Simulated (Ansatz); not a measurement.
Consider AlN in the wurtzite structure (space group P6_3mc, No. 186; a = 3.1303 Å, c = 5.0180 Å).

It is then changed as follows: an isotropic linear strain of −4.41 %; the atoms relax in the strained cell.

Method: Ansatz (a quantum-chemistry and plane-wave program) PBE, scalar-relativistic without spin-orbit coupling.

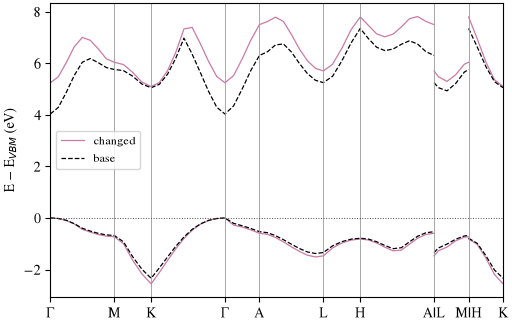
Fig. 1. Highest valence and lowest conduction band along the path, each from its own valence-band maximum

Q: From the figure, how large is the changed gap, and is it direct?

A: About 5.1 eV, indirect, Γ → K.

No phonon test of stability was made.
